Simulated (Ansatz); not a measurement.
# Si4SnH12: taking an electron away

Aim: the vertical ionisation energy of Si4SnH12, as cation minus neutral at the neutral's geometry, on several levels, and how well −ε(HOMO) stands in for it.

Method: unrestricted cation, the program's frozen cores in correlated methods; program: Ansatz 0.2.0, Gaussian basis.

Plan: UKS PBE-D4/def2-TZVPP; UKS r2SCAN-D4/def2-TZVPP; UKS PBE0-D4/def2-TZVPP; UKS B3LYP-D4/def2-TZVPP; UKS wB97X-V/def2-TZVPP; UKS wB97M-V/def2-TZVPP; UKS B2PLYP/def2-TZVPP; UHF-CCSD(T)/def2-TZVPP; UHF-MP2/def2-QZVPP; extrapolation to the limit; then −ε(HOMO) from the neutral's earlier runs with LDA (SPW92), PBE-D4, revPBE-D4, BLYP-D4, r2SCAN-D4, B97M-V, PBE0-D4, B3LYP-D4, r2SCANh-D4, r2SCAN0-D4, HSE06-D4, BHLYP-D4, CAM-B3LYP-D4, LC-ωPBE, ωB97X-V, ωB97M-V.

## Step 1: The geometry

An earlier PBE0-D4 in a triple-zeta def2 set relaxation fixed the geometry. Sn takes the def2 core potential; no spin-orbit term is included.

SMILES `[SiH3][Sn]([SiH3])([SiH3])[SiH3]`, 17 atoms, charge 0, spin multiplicity 1.

Atoms are counted from 1 here; the program's logs count them from 0.

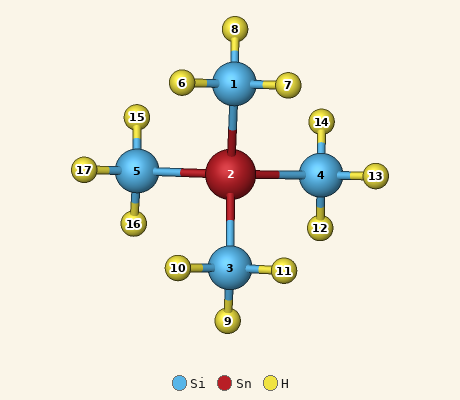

The structure; silicon blue, tin red, hydrogen yellow; atoms are numbered from 1 in the order of the file.

## Step 2: Cation, UKS PBE-D4/def2-TZVPP

The input, in.yaml:

```yaml
crystal:
  periodic: [false, false, false]
  atoms:
    - {symbol: Si, position_ang: [-0.384534, 1.384156, -2.120472]}
    - {symbol: Sn, position_ang: [-0.002532, -0.000817, 0.001839]}
    - {symbol: Si, position_ang: [2.467496, 0.130249, 0.673055]}
    - {symbol: Si, position_ang: [-0.637446, -2.443301, -0.444624]}
    - {symbol: Si, position_ang: [-1.451000, 0.928187, 1.901074]}
    - {symbol: H, position_ang: [-0.026293, 2.807252, -1.877855]}
    - {symbol: H, position_ang: [0.455606, 0.865045, -3.232718]}
    - {symbol: H, position_ang: [-1.812455, 1.316536, -2.531388]}
    - {symbol: H, position_ang: [2.708871, -0.664853, 1.906737]}
    - {symbol: H, position_ang: [2.856651, 1.542057, 0.933423]}
    - {symbol: H, position_ang: [3.327465, -0.407185, -0.415070]}
    - {symbol: H, position_ang: [-0.397354, -3.268562, 0.769330]}
    - {symbol: H, position_ang: [0.177925, -2.991485, -1.561345]}
    - {symbol: H, position_ang: [-2.075373, -2.543940, -0.811520]}
    - {symbol: H, position_ang: [-2.891392, 0.847716, 1.538918]}
    - {symbol: H, position_ang: [-1.229524, 0.147531, 3.147642]}
    - {symbol: H, position_ang: [-1.105113, 2.350912, 2.163072]}
basis:
  gaussian: {orbitals: def2-TZVPP}
total_charge: 1
magnetization: {spin_polarized: true, initial_magnetization: 1}
hamiltonian: {xc: pbe, dispersion: d4}
```

Started as:

```
> ansatz run in.yaml --threads 2 --pin off --events-out ev --progress --plain --max-ram 22528MiB --backend cuda --devices 0, --max-vram 18GiB
```

The runs that follow: Cation, UKS r2SCAN-D4/def2-TZVPP; Cation, UKS PBE0-D4/def2-TZVPP; Cation, UKS B3LYP-D4/def2-TZVPP; Cation, UKS wB97X-V/def2-TZVPP; Cation, UKS wB97M-V/def2-TZVPP; Cation, UKS B2PLYP (frozen core)/def2-TZVPP; Cation, UHF-CCSD(T)/def2-TZVPP; Cation, UHF-MP2/def2-QZVPP.

**Question.** What will the summary of the whole plan be? Wanted: ionisation energy, CCSD(T)/CBS; nearest functional by difference; nearest −ε(HOMO); −ε(HOMO) of PBE; T1 of the cation.

As calculated:

```
                        quantity               value
  ionisation energy, CCSD(T)/CBS             9.39 eV
nearest functional by difference  ωB97X-V (-0.09 eV)
                nearest −ε(HOMO)  ωB97M-V (+0.12 eV)
                 −ε(HOMO) of PBE             6.63 eV
                T1 of the cation               0.016
```

Energy differences with functionals land within 0.53 eV of the reference. −ε(HOMO) of PBE misses by 2.8 eV, since self-interaction lifts the level. Among orbital estimates ωB97M-V comes nearest. Hartree-Fock falls 0.85 eV short, as the neutral has more correlation energy than the cation. Correlated methods include outer-core shells of Sn, which these sets cover unevenly. In point group Td the highest level is often degenerate; the cation then breaks the symmetry, and the runs may pick different components. With outer-core shells in play the reference is unsure by up to some tenths of an eV, so close misses can't be ranked.
